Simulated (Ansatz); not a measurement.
System: cuprite Ag2O. Method: rVV10 in Ansatz (plane waves, PAW).

Numerical settings: plane-wave cutoff 520 eV, 8×8×8 k mesh, Fermi–Dirac smearing 0.01 eV, no spin polarisation, scalar-relativistic PAW data made under PBE.

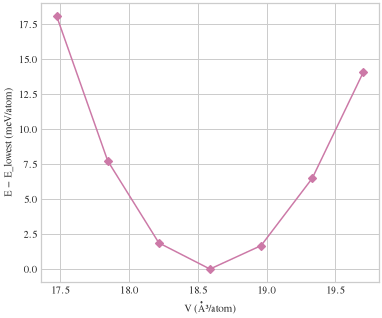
Fig. 1. Total energy against volume

Question: From the curve, estimate the equilibrium volume and the bulk modulus.

Answer: V0 ≈ 18.6 Å³/atom and B0 ≈ 76 GPa; the fit gives V0 = 18.591 Å³/atom, B0 = 76.2 GPa, B′ = 5.0.

Measured, for comparison: equilibrium volume per atom 17.81 Å³/atom (15 K, zero-point motion not removed; as tabulated in Gupta et al. (2014), arXiv:1311.4701). Computed (rounded) less measured: equilibrium volume per atom +4.4 %.

Note: the gap of the solid is closed in this run; this level leaves the solid without a gap, although one is measured.

The computed numbers hold no vibrational or temperature effects.

Ansatz is a quantum-chemistry and plane-wave program.
